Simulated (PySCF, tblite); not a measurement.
# C₅H₁₇AlP₂: geometry, infrared bands and NMR shifts

Wanted: the infrared bands and NMR shifts of C₅H₁₇AlP₂ (`CC(C)(C)[P@@+](C)([AlH3-])P`), by calculation.

Programs: tblite 0.8.0 and PySCF 2.14.0, with density-fitted response routines of our own. Each step states its level of theory. These are calculated values for one molecule in the gas phase, unless marked as measured. Atoms are numbered from 0 throughout.

## 1. The starting structure

25 atoms, charge 0, multiplicity 1; geometry from: force field or distance geometry start.

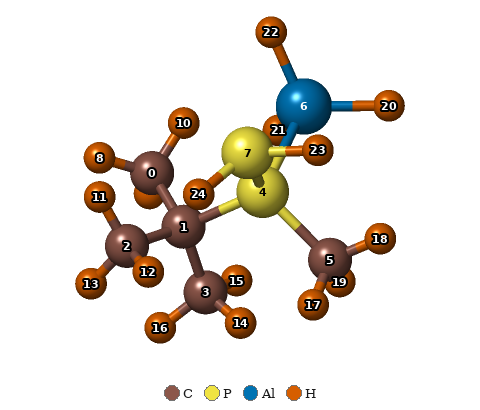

The starting geometry (carbon brown, phosphorus yellow, aluminium blue, hydrogen orange), atoms numbered.

## 2. Relaxing the molecule with GFN2-xTB

What the job is given:

```
{"job": {"kind": "relax", "xc": "GFN2-xTB", "basis": "xTB"}, "charge": 0, "multiplicity": 1}
C      1.581300     0.982300    -0.699500
C      0.920000    -0.015900     0.203700
C      1.756100    -1.281000     0.156200
C      0.865900     0.498500     1.630000
P     -0.788700    -0.243500    -0.307600
C     -1.851500    -0.307300     1.163300
Al    -1.407100     1.665400    -1.435500
P     -1.088200    -2.012700    -1.466100
H      2.406500     0.462200    -1.241200
H      1.931500     1.870400    -0.128700
H      0.885900     1.352700    -1.499600
H      2.066300    -1.426300    -0.886300
H      1.214500    -2.170200     0.525100
H      2.627500    -1.112600     0.822800
H      0.142300    -0.140500     2.177300
H      0.492500     1.539400     1.703500
H      1.838600     0.390300     2.167800
H     -1.584400    -1.182900     1.799300
H     -2.909000    -0.357300     0.879800
H     -1.726800     0.606000     1.798900
H     -2.973200     1.943500    -1.165700
H     -0.529600     2.848800    -0.793400
H     -1.073700     1.564100    -2.968200
H     -2.529100    -2.325300    -1.395400
H     -0.278500    -3.124100    -1.031600
```

Command:

```console
> OMP_NUM_THREADS=1 python probes_run.py task.json out
```

This one command runs all jobs of the session in turn.

Log:

```text
step      E/eV     max force
  0    -692.15762    3.128
  1    -692.61310    2.300
  2    -693.07043    1.062
  3    -693.27549    0.904
  4    -693.45034    0.849
  5    -693.51172    0.577
  6    -693.56462    0.466
  7    -693.60114    0.591
  8    -693.63674    0.502
  9    -693.66388    0.405
 10    -693.68926    0.367
 11    -693.72185    0.538
 12    -693.76654    0.699
 13    -693.81312    0.756
 14    -693.84700    0.578
 15    -693.87149    0.463
 16    -693.89216    0.404
 17    -693.91039    0.354
 18    -693.92520    0.382
 19    -693.93547    0.267
 20    -693.94413    0.257
 21    -693.95430    0.251
 22    -693.96566    0.367
 23    -693.97726    0.396
 24    -693.98833    0.299
 25    -693.99752    0.259
 26    -694.00480    0.245
 27    -694.01138    0.257
 28    -694.01759    0.262
 29    -694.02366    0.217
 30    -694.02967    0.164
 31    -694.03529    0.171
 32    -694.04046    0.207
 33    -694.04512    0.206
 34    -694.04897    0.185
 35    -694.05236    0.170
 36    -694.05528    0.115
 37    -694.05865    0.146
 38    -694.06083    0.161
 39    -694.06584    0.206
 40    -694.07100    0.221
 41    -694.07702    0.193
 42    -694.08166    0.143
 43    -694.08510    0.125
 44    -694.08816    0.130
 45    -694.09172    0.189
 46    -694.09512    0.194
 47    -694.09906    0.155
 48    -694.10235    0.159
 49    -694.10431    0.121
 50    -694.10670    0.107
 51    -694.10966    0.143
 52    -694.11287    0.154
 53    -694.11613    0.153
 54    -694.11798    0.184
 55    -694.12112    0.179
 56    -694.12399    0.139
 57    -694.13242    0.156
 58    -694.13611    0.162
 59    -694.14335    0.191
 60    -694.14898    0.207
 61    -694.15199    0.296
 62    -694.16430    0.268
 63    -694.17507    0.270
 64    -694.19774    0.391
 65    -694.20316    0.352
 66    -694.21165    0.213
 67    -694.22023    0.331
 68    -694.22841    0.265
 69    -694.24577    0.259
 70    -694.26145    0.324
 71    -694.28206    0.287
 72    -694.29453    0.210
 73    -694.29117    0.404
 74    -694.30475    0.285
 75    -694.31006    0.148
 76    -694.31492    0.128
 77    -694.32511    0.144
 78    -694.32775    0.120
 79    -694.33184    0.103
 80    -694.33484    0.105
 81    -694.33897    0.122
 82    -694.34234    0.151
 83    -694.34527    0.155
 84    -694.34762    0.134
 85    -694.34987    0.152
 86    -694.35200    0.164
 87    -694.35389    0.137
 88    -694.35557    0.133
 89    -694.35730    0.095
 90    -694.35918    0.092
 91    -694.36139    0.091
 92    -694.36331    0.121
 93    -694.36562    0.127
 94    -694.36810    0.098
 95    -694.37072    0.090
 96    -694.37276    0.090
 97    -694.37441    0.081
 98    -694.37585    0.104
 99    -694.37768    0.096
100    -694.38013    0.093
101    -694.38183    0.100
102    -694.38325    0.098
103    -694.38490    0.087
104    -694.38696    0.105
105    -694.38918    0.101
106    -694.39088    0.090
107    -694.39226    0.105
108    -694.39359    0.089
109    -694.39534    0.072
110    -694.39665    0.079
111    -694.39814    0.078
112    -694.39933    0.065
113    -694.40038    0.099
114    -694.40162    0.072
115    -694.40321    0.072
116    -694.40473    0.069
117    -694.40544    0.058
118    -694.40611    0.046
119    -694.40635    0.038
120    -694.40656    0.029
121    -694.40680    0.025
122    -694.40711    0.038
123    -694.40745    0.043
124    -694.40786    0.041
125    -694.40832    0.040
126    -694.40886    0.040
127    -694.40944    0.050
128    -694.40998    0.051
129    -694.41043    0.050
130    -694.41076    0.039
131    -694.41100    0.027
132    -694.41117    0.025
133    -694.41132    0.023
134    -694.41148    0.022
135    -694.41164    0.024
136    -694.41179    0.028
137    -694.41193    0.029
138    -694.41212    0.034
139    -694.41235    0.046
140    -694.41258    0.041
141    -694.41272    0.021
142    -694.41281    0.020
143    -694.41289    0.019
144    -694.41299    0.026
145    -694.41307    0.023
146    -694.41316    0.022
147    -694.41324    0.023
148    -694.41333    0.022
149    -694.41342    0.024
150    -694.41352    0.027
151    -694.41362    0.026
152    -694.41372    0.030
153    -694.41382    0.029
154    -694.41392    0.023
155    -694.41402    0.025
156    -694.41413    0.023
157    -694.41425    0.023
158    -694.41437    0.025
159    -694.41448    0.032
160    -694.41460    0.030
161    -694.41472    0.021
162    -694.41481    0.017
163    -694.41488    0.020
164    -694.41495    0.026
165    -694.41503    0.026
166    -694.41513    0.021
167    -694.41521    0.020
168    -694.41527    0.019
169    -694.41534    0.019
170    -694.41543    0.020
171    -694.41552    0.019
172    -694.41560    0.021
173    -694.41567    0.017
174    -694.41576    0.022
175    -694.41587    0.025
176    -694.41598    0.022
177    -694.41607    0.020
178    -694.41615    0.017
179    -694.41622    0.020
180    -694.41628    0.015
181    -694.41632    0.010
182    -694.41635    0.011
183    -694.41639    0.016
184    -694.41645    0.022
185    -694.41652    0.021
186    -694.41660    0.018
187    -694.41666    0.014
188    -694.41671    0.013
189    -694.41677    0.014
190    -694.41681    0.012
191    -694.41684    0.009
```

It took 4 s on 1 thread of Arm Neoverse N1, shared host; peak memory 0.18 GiB.

Along the way: (not every step is listed)

```
step  energy from step 0 (eV)  largest force (eV/Å)
   0                   0.0000                3.1283
   1                  -0.4555                2.2996
   2                  -0.9128                1.0623
   3                  -1.1179                0.9040
   4                  -1.2927                0.8486
   5                  -1.3541                0.5768
   6                  -1.4070                0.4659
   7                  -1.4435                0.5910
   8                  -1.4791                0.5022
  25                  -1.8399                0.2587
  42                  -1.9240                0.1430
  59                  -1.9857                0.1914
  76                  -2.1573                0.1283
  93                  -2.2080                0.1266
 110                  -2.2390                0.0791
 127                  -2.2518                0.0501
 144                  -2.2554                0.0263
 161                  -2.2571                0.0209
 178                  -2.2585                0.0166
 186                  -2.2590                0.0185
 187                  -2.2590                0.0144
 188                  -2.2591                0.0133
 189                  -2.2592                0.0136
 190                  -2.2592                0.0122
 191                  -2.2592                0.0094
```

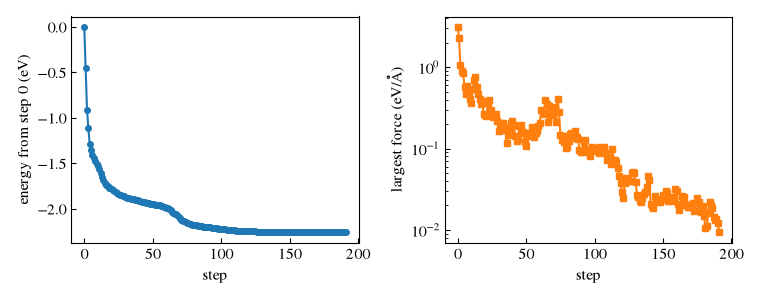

Energy and force, step by step.

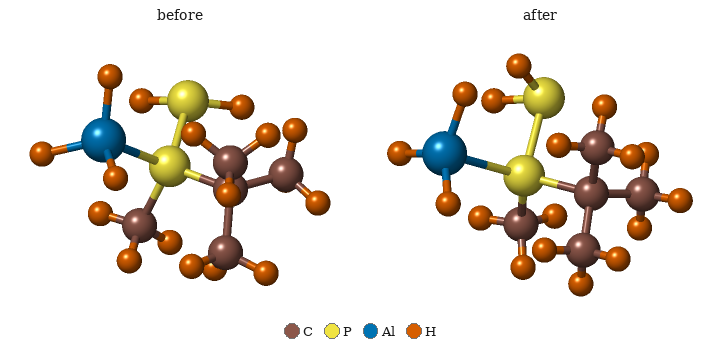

The geometry before (left) and after (right).

Close pairs (by a distance rule), those that changed most:

```
   bond  before (Å)  after (Å)  change (Å)
 P4–Al6       2.302      2.489      +0.187
 P7–H23       1.476      1.394      -0.082
  C1–P4       1.798      1.873      +0.075
 P7–H24       1.442      1.396      -0.046
Al6–H21       1.607      1.568      -0.039
Al6–H20       1.613      1.577      -0.036
 C5–H19       1.120      1.088      -0.032
 C0–H10       1.123      1.092      -0.031
```

The next job starts from the end point, and lists it.

## 3. Harmonic vibrations with GFN2-xTB

What the job is given:

```
{"job": {"kind": "ir", "xc": "GFN2-xTB", "basis": "xTB"}, "charge": 0, "multiplicity": 1}
C      1.615918     0.533719    -0.965629
C      0.971208    -0.034999     0.297765
C      1.587598    -1.381124     0.660144
C      1.127306     0.962121     1.445078
P     -0.852831    -0.127174    -0.116295
C     -1.619757    -1.020353     1.300903
Al    -1.765842     1.928626    -1.180598
P     -0.930445    -1.659462    -1.639446
H      2.668776     0.756734    -0.797583
H      1.104183     1.455219    -1.258891
H      1.543142    -0.181756    -1.787011
H      1.415590    -2.110041    -0.131983
H      1.172010    -1.766776     1.588511
H      2.662810    -1.268842     0.792112
H      0.720607     0.562691     2.372684
H      0.606002     1.889953     1.205943
H      2.180384     1.188426     1.607235
H     -1.263574    -2.047778     1.362933
H     -2.698988    -1.019204     1.147018
H     -1.404109    -0.489895     2.226180
H     -3.264189     1.449863    -1.067151
H     -1.203299     3.034926    -0.222804
H     -1.097297     1.771262    -2.600743
H     -0.962256    -0.713138    -2.663055
H     -2.323881    -1.688853    -1.566183
```

Log:

```text
mode    cm-1     km/mol
  1      21.3      0.18
  2      60.5      2.26
  3      64.7      1.46
  4     121.5      5.60
  5     131.9      0.13
  6     149.7      0.10
  7     164.4      2.18
  8     174.1      0.63
  9     201.2      0.47
 10     215.5      0.26
 11     236.5      0.17
 12     244.2      0.26
 13     265.2      0.29
 14     282.7      0.45
 15     307.9      2.20
 16     359.7      1.99
 17     389.7      0.72
 18     403.7      0.50
 19     409.3      4.43
 20     417.2      3.03
 21     513.1      1.42
 22     615.6      2.95
 23     709.1     37.29
 24     730.6    284.52
 25     737.9    821.21
 26     750.0     65.04
 27     754.2    225.31
 28     759.0    132.97
 29     853.0      3.76
 30     863.4     36.31
 31     870.5     16.67
 32     959.1      0.17
 33     963.3      0.26
 34     964.2      0.77
 35    1022.1      1.12
 36    1022.8      4.99
 37    1103.9      7.47
 38    1194.8     25.17
 39    1223.3      1.42
 40    1232.4      2.84
 41    1304.0      4.20
 42    1397.2      8.77
 43    1399.5      9.30
 44    1418.6      6.49
 45    1426.9      1.11
 46    1437.6      5.69
 47    1467.5      1.72
 48    1476.5      0.56
 49    1480.4      1.76
 50    1492.2      8.60
 51    1495.3      4.69
 52    1499.7      3.94
 53    1623.7    272.52
 54    1636.5    195.34
 55    1672.3    343.94
 56    2250.7     54.59
 57    2295.5     84.79
 58    2952.4     22.01
 59    2980.5     27.93
 60    2989.7      1.69
 61    2991.4      6.47
 62    2996.0     12.59
 63    3000.5     32.30
 64    3008.2      4.69
 65    3010.2     15.58
 66    3011.9      8.06
 67    3016.9     73.37
 68    3021.1     21.07
 69    3032.7     30.44
```

Wall time 2.7 s (1 thread of Arm Neoverse N1, shared host); peak memory 0.18 GiB.

The strongest bands and the atoms that carry them (share of the mass-weighted mode):

```
cm⁻¹  km/mol                                 atoms
 731   284.5                    H20 46 %, H21 46 %
 738   821.2          H22 32 %, H20 30 %, H21 20 %
 754   225.3          H22 48 %, H21 12 %, H20 11 %
 759   133.0  P4 24 %, C5 23 %, H23 15 %, H22 11 %
1624   272.5                              H22 93 %
1636   195.3                              H20 92 %
1672   343.9                              H21 94 %
2296    84.8                    H23 52 %, H24 44 %
```

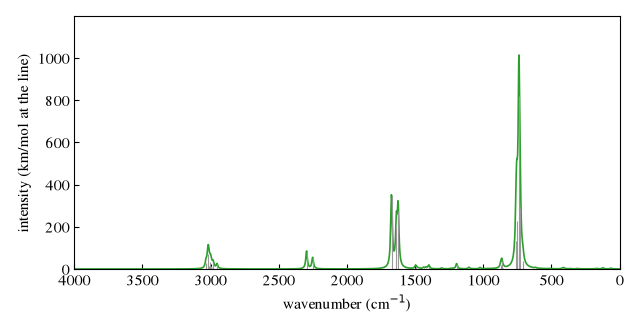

The infrared spectrum from these modes, unscaled. Lines are broadened to a width of 14 cm⁻¹ (Lorentzian).

## 4. Shielding tensors: PBE0/pcSseg-1

The job, as its differences from that of step 3:

```diff
@@ -1,2 +1,2 @@
-{"job": {"kind": "ir", "xc": "GFN2-xTB", "basis": "xTB"}, "charge": 0, "multiplicity": 1}
+{"job": {"kind": "nmr", "xc": "PBE0", "basis": "pcSseg-1"}, "charge": 0, "multiplicity": 1}
 C      1.615918     0.533719    -0.965629
```

Level: GIAO PBE0/pcSseg-1 NMR shielding, non-relativistic, gas phase.

Log:

```text
coarse grid: 20848 points
cycle   1  E = -1125.1023861068  dE =  4.042e-01  |g| = 4.404e-01  |ddm| = 4.290e+00
cycle   2  E = -1125.1034528006  dE = -1.067e-03  |g| = 4.531e-01  |ddm| = 8.246e-01
cycle   3  E = -1125.1551571123  dE = -5.170e-02  |g| = 5.566e-02  |ddm| = 4.403e-01
cycle   4  E = -1125.1558913737  dE = -7.343e-04  |g| = 2.731e-02  |ddm| = 1.020e-01
cycle   5  E = -1125.1560720941  dE = -1.807e-04  |g| = 5.495e-03  |ddm| = 3.127e-02
cycle   6  E = -1125.1560794666  dE = -7.373e-06  |g| = 1.663e-03  |ddm| = 9.088e-03
final grid: 183112 points
cycle   7  E = -1125.2064972779  dE = -6.220e-05  |g| = 1.019e-02  |ddm| = 4.828e-02
cycle   8  E = -1125.2064843475  dE =  1.293e-05  |g| = 1.240e-02  |ddm| = 2.037e-02
cycle   9  E = -1125.2065239697  dE = -3.962e-05  |g| = 8.949e-04  |ddm| = 1.221e-02
cycle  10  E = -1125.2065241625  dE = -1.929e-07  |g| = 3.041e-04  |ddm| = 1.471e-03
cycle  11  E = -1125.2065241837  dE = -2.113e-08  |g| = 7.523e-05  |ddm| = 3.353e-04
cycle  12  E = -1125.2065241850  dE = -1.349e-09  |g| = 2.539e-05  |ddm| = 1.286e-04
cycle  13  E = -1125.2065241852  dE = -1.755e-10  |g| = 4.932e-06  |ddm| = 3.651e-05
converged SCF energy = -1125.2065241852

GIAO shielding tensors (ppm)
atom      isotropic    diamagn.    paramagn.     s11        s22        s33       span
  0 C      156.163     251.628     -95.464    140.876    145.628    181.986     41.110
  1 C      155.161     252.412     -97.251    149.354    153.811    162.318     12.964
  2 C      161.836     248.884     -87.049    146.612    151.962    186.932     40.320
  3 C      159.733     250.096     -90.363    145.427    147.205    186.566     41.139
  4 P      363.828     972.435    -608.607    303.446    329.230    458.809    155.363
  5 C      179.562     255.548     -75.986    170.349    177.868    190.469     20.119
  6 Al     441.553     796.205    -354.652    416.589    437.946    470.125     53.535
  7 P      539.476     969.648    -430.172    451.531    558.115    608.782    157.251
  8 H       30.630      32.465      -1.835     26.444     27.580     37.866     11.422
  9 H       29.779      33.076      -3.297     24.305     29.409     35.623     11.318
 10 H       30.729      33.615      -2.886     25.662     30.730     35.796     10.134
 11 H       29.819      31.961      -2.143     24.031     30.273     35.152     11.121
 12 H       30.755      32.650      -1.896     26.044     29.325     36.895     10.851
 13 H       30.634      31.611      -0.977     26.321     27.887     37.693     11.373
 14 H       30.654      33.192      -2.538     25.785     29.355     36.821     11.036
 15 H       29.756      32.426      -2.670     24.332     28.944     35.992     11.659
 16 H       30.552      32.088      -1.536     26.365     27.608     37.683     11.318
 17 H       30.407      32.504      -2.097     25.810     28.707     36.704     10.893
 18 H       30.486      31.570      -1.083     25.047     27.675     38.737     13.690
 19 H       30.266      32.846      -2.580     24.450     28.671     37.677     13.228
 20 H       27.736      30.195      -2.460     24.371     26.650     32.185      7.814
 21 H       27.514      29.951      -2.436     23.336     27.029     32.178      8.842
 22 H       27.691      30.594      -2.903     24.342     27.456     31.276      6.934
 23 H       28.627      31.744      -3.117     22.411     27.134     36.335     13.924
 24 H       29.422      31.560      -2.138     24.429     27.061     36.777     12.348
```

Run time: 2.3 min. Hardware: 1 thread of Arm Neoverse N1, shared host; peak memory 1.1 GiB.

The references, computed at this level on geometries of the same kind, shield at (ppm): 1H TMS 31.72, 13C TMS 186.9, 31P H3PO4 318.4, 27Al AlH4- 490.0. Their shielding less the atom's gives the shift. The references are single molecules in the gas phase, so shifts against H2O, NH3, PH3, H3PO4 or CFCl3 are not on the usual liquid scales and can be off by tens of ppm. Shifts against hydride references such as AlH4− lie on their own scale. Atoms listed in one row are averaged.

```
                           atoms                               environment  σ (ppm)  δ (ppm)
                              C1  fully substituted sp3 carbon bonded to P    155.2     31.8
                      C0, C2, C3                             methyl carbon    159.2     27.7
                              C5                 methyl carbon bonded to P    179.6      7.4
                   H20, H21, H22      hydrogen on an aluminium bonded to P    27.65     4.07
                        H23, H24      hydrogen on a phosphorus bonded to P    29.02     2.69
H8, H9, H10, H11, H12 and 4 more               hydrogen on a methyl carbon    30.37     1.35
                   H17, H18, H19   hydrogen on a methyl carbon bonded to P    30.39     1.33
                              P4           phosphorus bonded to 2 C, Al, P    363.8    -45.5
                              P7               phosphorus bonded to P, 2 H    539.5   -221.1
                             Al6                aluminium bonded to P, 3 H    441.6     48.4
```

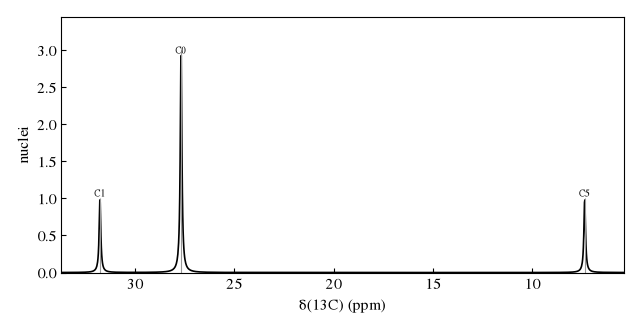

13C lines at the computed shifts, without couplings. Lines are broadened to a width of 0.10 ppm (Lorentzian).

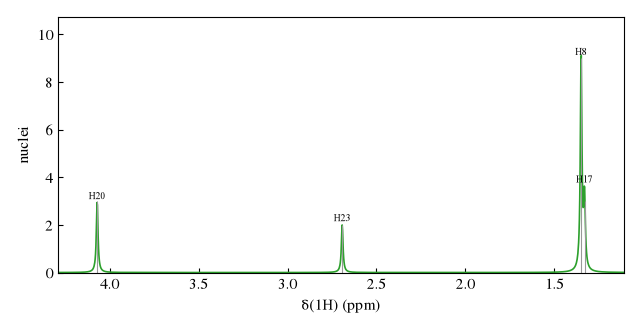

1H lines at the computed shifts, without couplings. Lines are broadened to a width of 0.01 ppm (Lorentzian).

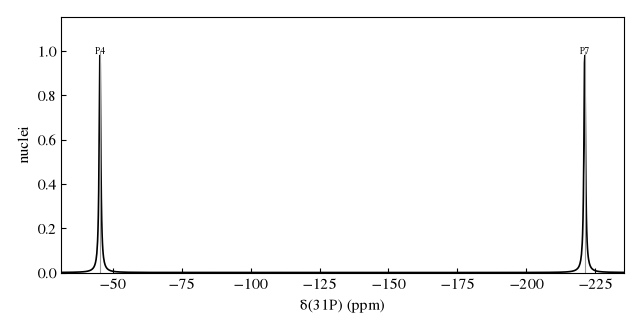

31P lines at the computed shifts, without couplings. Lines are broadened to a width of 0.70 ppm (Lorentzian).

Charges from the same density, by scheme (e):

```
     atoms  Mulliken    IAO  Hirshfeld  ESP fit
C0, C2, C3     -0.15  -0.42      -0.12    -0.50
        C1     -0.74  -0.11      -0.01     0.61
        P4     -0.04   0.53       0.24     0.11
        C5     -0.44  -0.61      -0.15    -0.65
       Al6      0.62   0.25       0.24     0.67
        P7     -0.02   0.00       0.07    -0.26
```

Mulliken charges:

C0 -0.16; C1 -0.74; C2 -0.14; C3 -0.15; P4 -0.04; C5 -0.44; Al6 0.62; P7 -0.02; H8 0.12; H9 0.16; H10 0.12; H11 0.13; H12 0.12; H13 0.12; H14 0.11; H15 0.14; H16 0.12; H17 0.16; H18 0.17; H19 0.17; H20 -0.25; H21 -0.25; H22 -0.26; H23 0.10; H24 0.08

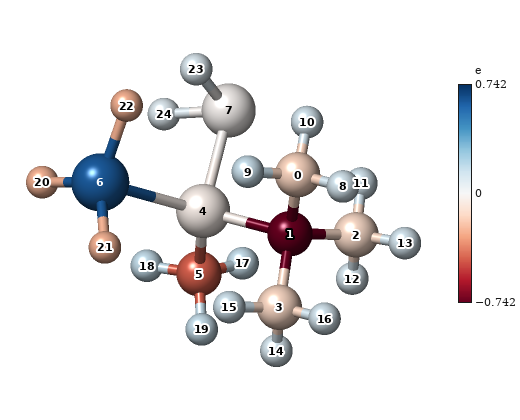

Mulliken charges, as colours on the atoms.

Mayer bond orders: C0–C1 1.00, C1–C2 0.98, C1–C3 1.00, C1–P4 0.89, P4–C5 0.99, P4–Al6 0.36, P4–P7 1.00.

The fields below are evaluated on a grid from the run's orbitals.

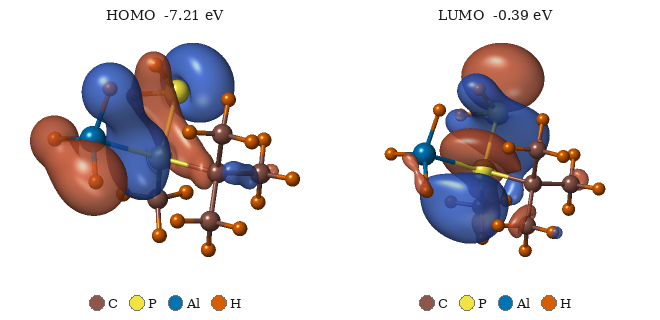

Frontier orbitals at PBE0/pcSseg-1; each surface holds 70 % of the orbital's density, blue and red mark the sign.

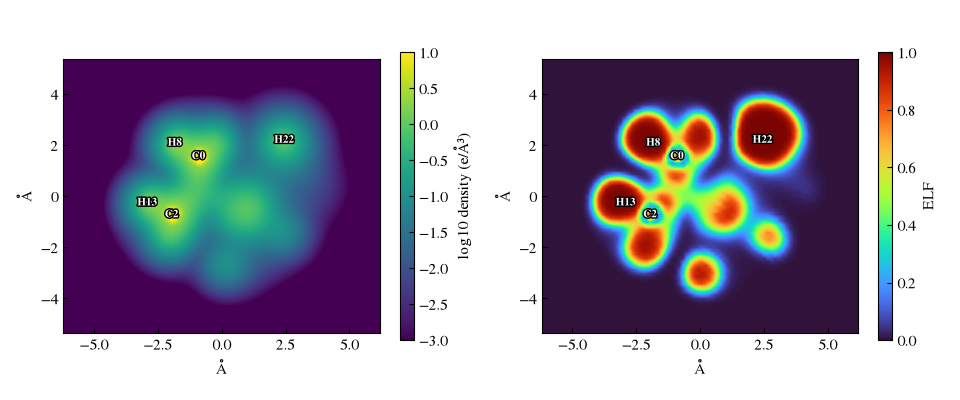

Density (left) and ELF (right) in a plane through or near 5 of the atoms.

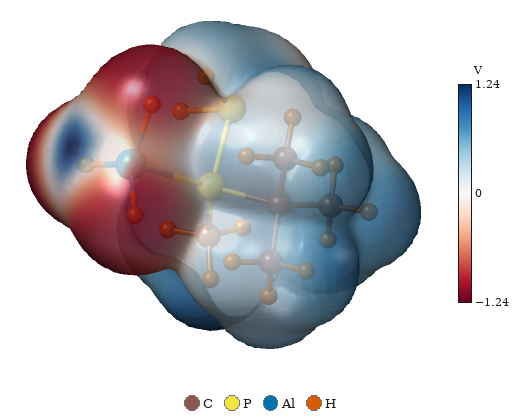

The potential that a unit positive charge feels on the 0.002 e/bohr³ surface, from the 1st to the 99th percentile, from -1.14 to 1.24 V.

## 5. Outcome

| quantity | value |
| --- | --- |
| strongest single infrared mode (GFN2-xTB) | 738 cm⁻¹, 821 km/mol |
| zero-point energy (GFN2-xTB) | 121.9 kcal/mol |
| 13C shifts against TMS (PBE0/pcSseg-1, means over atoms taken as alike) | 31.8, 27.7, 7.4 ppm |
| 1H shifts against TMS (PBE0/pcSseg-1, means over atoms taken as alike) | 4.07, 2.69, 1.35, 1.33 ppm |
| 31P shifts against H3PO4 (PBE0/pcSseg-1) | -45.5, -221.1 ppm |
| 27Al shifts against AlH4- (PBE0/pcSseg-1) | 48.4 ppm |
| surface potential, 1st and 99th percentile | -1.14 V and 1.24 V |

**Reading.** Over 191 steps the energy fell by 2.259 eV; of the close pairs, P4–Al6 changed most, 2.302 to 2.489 Å. All 69 modes are real, so the xTB geometry is a minimum. The strongest single mode, at 738 cm⁻¹, is carried by H22, H20, H21. Unscaled tight-binding wavenumbers are off by several per cent, some by more. Its intensities can rank the bands wrongly. At PBE0/pcSseg-1, counted by nearest atom on the grid, the HOMO lies on P7 23 %; H21 20 %, the LUMO on P4, P7 about 28 % each; H23, H24 about 7 % each.
